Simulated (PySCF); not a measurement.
# C7H5ClO (benzoyl chloride) at 4 levels

We compute a comparison of 4 runs (BHLYP/def2-SVP, CAM-B3LYP/def2-SVP, M06-2X/def2-SVP, wB97X/def2-SVP) of C7H5ClO (benzoyl chloride). Input form: a Python script.

The calculation is run with PySCF 2.14.0.

## (1) The structure to begin with

C7H5ClO: 14 atoms, total charge 0, spin state singlet. SMILES: `O=C(Cl)c1ccccc1`. The coordinates come from a PBE0-D4/def2-TZVP relaxation. This is one conformer, not always the lowest.

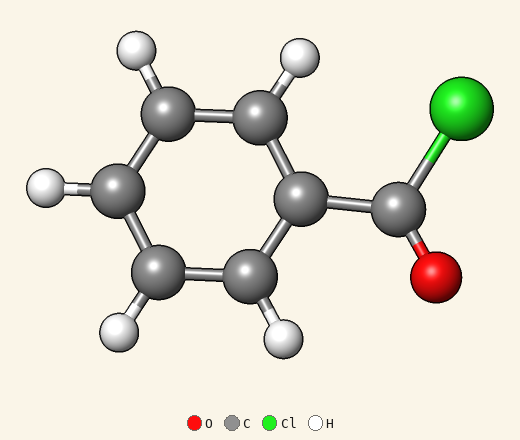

Viewed from a chosen angle; oxygen red, carbon grey, chlorine green, hydrogen white.

## (2) The energy at BHLYP/def2-SVP (run 1)

The input, input.py:

```python
from pyscf import gto, dft

system = gto.M(
    atom=[
    ('O', (2.592380, -1.670910, -0.648330)),
    ('C', (1.662060, -1.615870, 0.083470)),
    ('Cl', (1.488690, -2.852760, 1.362780)),
    ('C', (0.594450, -0.596710, 0.047160)),
    ('C', (0.703120, 0.382530, -0.941460)),
    ('C', (-0.255940, 1.371950, -1.041960)),
    ('C', (-1.327580, 1.390890, -0.158600)),
    ('C', (-1.437990, 0.418980, 0.824820)),
    ('C', (-0.480150, -0.574970, 0.930520)),
    ('H', (1.546650, 0.348690, -1.619460)),
    ('H', (-0.169910, 2.131290, -1.810050)),
    ('H', (-2.079840, 2.167400, -0.237860)),
    ('H', (-2.274240, 0.434590, 1.513420)),
    ('H', (-0.561690, -1.335110, 1.695560)),
],
    basis='def2-svp',
    charge=0,
    verbose=3,
    max_memory=1860,
)

mf = dft.RKS(system)
mf.xc = 'bhandhlyp'
mf.grids.level = 5
mf.conv_tol = 1e-10
mf.kernel()
if not mf.converged:
    mf = mf.newton().run(mf.mo_coeff, mf.mo_occ)

e_final = mf.e_tot
print('Final energy', e_final)
```

Run with:

```
$ OMP_NUM_THREADS=1 python input.py
```

Output:

```text
converged SCF energy = -804.585252872379
Final energy -804.5852528723789
```

Run time: 72 s. Hardware: 1 thread of Intel Xeon at 2.70GHz, shared host; peak memory 1.1 GiB.

## (3) A single-point energy at CAM-B3LYP/def2-SVP (run 2)

The input, run.py:

```python
# benzoyl chloride
from pyscf import gto, dft

mol = gto.Mole()
mol.atom = [
    ('O', (2.592380, -1.670910, -0.648330)),
    ('C', (1.662060, -1.615870, 0.083470)),
    ('Cl', (1.488690, -2.852760, 1.362780)),
    ('C', (0.594450, -0.596710, 0.047160)),
    ('C', (0.703120, 0.382530, -0.941460)),
    ('C', (-0.255940, 1.371950, -1.041960)),
    ('C', (-1.327580, 1.390890, -0.158600)),
    ('C', (-1.437990, 0.418980, 0.824820)),
    ('C', (-0.480150, -0.574970, 0.930520)),
    ('H', (1.546650, 0.348690, -1.619460)),
    ('H', (-0.169910, 2.131290, -1.810050)),
    ('H', (-2.079840, 2.167400, -0.237860)),
    ('H', (-2.274240, 0.434590, 1.513420)),
    ('H', (-0.561690, -1.335110, 1.695560)),
]
mol.charge = 0
mol.max_memory = 1860
mol.basis = 'def2-svp'
mol.verbose = 4
mol.build()

mf = dft.RKS(mol, xc='cam-b3lyp')
mf.grids.level = 5
mf.conv_tol = 1e-10
mf.kernel()
if not mf.converged:
    mf = mf.newton().run(mf.mo_coeff, mf.mo_occ)

e_final = mf.e_tot
print('E(%s) = %.9f' % ('CAM-B3LYP', e_final))
```

Run with:

```
$ OMP_NUM_THREADS=1 python run.py
```

Output:

```text
PySCF version 2.14.0

[... 88 lines left out ...]
converged SCF energy = -804.623312764192
E(CAM-B3LYP) = -804.623312764
```

It took 2.1 min on 1 thread of Intel Xeon at 2.70GHz, shared host; peak memory 1.1 GiB.

Run 3 isn't shown in full; the table further down has it.

## (4) The energy at wB97X/def2-SVP (run 4)

The input, geometry.xyz:

```xyz
14

O      2.592380    -1.670910    -0.648330
C      1.662060    -1.615870     0.083470
Cl     1.488690    -2.852760     1.362780
C      0.594450    -0.596710     0.047160
C      0.703120     0.382530    -0.941460
C     -0.255940     1.371950    -1.041960
C     -1.327580     1.390890    -0.158600
C     -1.437990     0.418980     0.824820
C     -0.480150    -0.574970     0.930520
H      1.546650     0.348690    -1.619460
H     -0.169910     2.131290    -1.810050
H     -2.079840     2.167400    -0.237860
H     -2.274240     0.434590     1.513420
H     -0.561690    -1.335110     1.695560
```

The input, calc.py:

```python
from pyscf import gto, dft

mol = gto.M(
    atom='geometry.xyz',
    max_memory=1860,
    basis='def2-svp',
    charge=0,
    verbose=3,
)

mf = dft.RKS(mol)
mf.xc = 'wb97x'
mf.conv_tol = 1e-10
mf.grids.level = 5
mf.kernel()
if not mf.converged:
    mf = mf.newton().run(mf.mo_coeff, mf.mo_occ)

e_final = mf.e_tot
print('E = %.10f Eh' % e_final)
```

Run with:

```
$ OMP_NUM_THREADS=1 python calc.py
```

Output:

```text
converged SCF energy = -804.700344690185
E = -804.7003446902 Eh
```

Wall time 2 min (1 thread of Intel Xeon at 2.70GHz, shared host); peak memory 1.1 GiB.

## (5) Overview of the runs

| run | level | energy (Eh) | dipole moment (D) | HOMO energy (eV) | LUMO energy (eV) | wall time |
| --- | --- | --- | --- | --- | --- | --- |
| 1 | BHLYP/def2-SVP | -804.585253 | 3.77 | -8.73 | -0.95 | 72 s |
| 2 | CAM-B3LYP/def2-SVP | -804.623313 | 3.55 | -9.10 | -0.85 | 2.1 min |
| 3 | M06-2X/def2-SVP | -804.631248 | 3.65 | -9.05 | -1.17 | 2.2 min |
| 4 | wB97X/def2-SVP | -804.700345 | 3.60 | -10.14 | 0.05 | 2 min |

## (6) What came out

| quantity | value |
| --- | --- |
| run 4: total energy | -804.70034 Eh |
| run 4: dipole moment | 3.60 D |
| run 4: HOMO energy | -10.14 eV |
| run 4: LUMO energy | 0.05 eV |
| run 4: HOMO–LUMO gap | 10.19 eV |

In words: The dipole moment (its size) runs from 3.55 D (CAM-B3LYP/def2-SVP) to 3.77 D (BHLYP/def2-SVP). The HOMO–LUMO gap runs from 7.77 eV (BHLYP/def2-SVP) to 10.19 eV (wB97X/def2-SVP). Totals of different functionals can't be ranked against each other. All runs together took 7.5 min, the longest 2.2 min.
